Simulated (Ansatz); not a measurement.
Starting cell, MgH2 (rutile):

```
CELL_PARAMETERS angstrom
      4.51729     0.00000     0.00000
      0.00000     4.51729     0.00000
      0.00000     0.00000     3.01286
ATOMIC_POSITIONS crystal
  Mg 0.00000 0.00000 0.00000
  Mg 0.50000 0.50000 0.50000
  H  0.30441 0.30441 0.00000
  H  0.80441 0.19559 0.50000
  H  0.19559 0.80441 0.50000
  H  0.69559 0.69559 0.00000
```

Scan: atom 5 (H, nearest neighbour Mg at 1.945 Å; its periodic images, 3.0 Å or more away, move with it) is displaced along Cartesian x, direction (1.000, 0.000, 0.000) in Cartesian axes, by s. The other atoms stay.

These are PBE (plane waves to 420 eV, PAW, scalar-relativistic; Ansatz, an electronic-structure program) values and carry that method's errors. k mesh 6×6×9 (Γ-centred), Fermi-Dirac smearing 0.05 eV. E stands for the smeared free energy. MgH2 was relaxed with its symmetry unable to fall. ΔE is measured from the undisplaced structure.

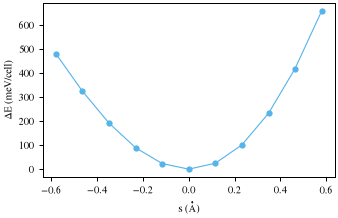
Fig. 1. ΔE (meV/cell) against s (Å); one marker a computed point.

### Question
Is the energy the same for displacements of ±0.580 Å, and if not, which side lies higher?

### Answer
Not even: the positive side lies higher at ±0.580 Å.

### Question
What is the energy change at s = 0.580 Å?

### Answer
About 660 meV/cell.

(For displaced atoms, the force is minus the slope of the energy, and its curvature is a force constant, which sets phonon frequencies.)
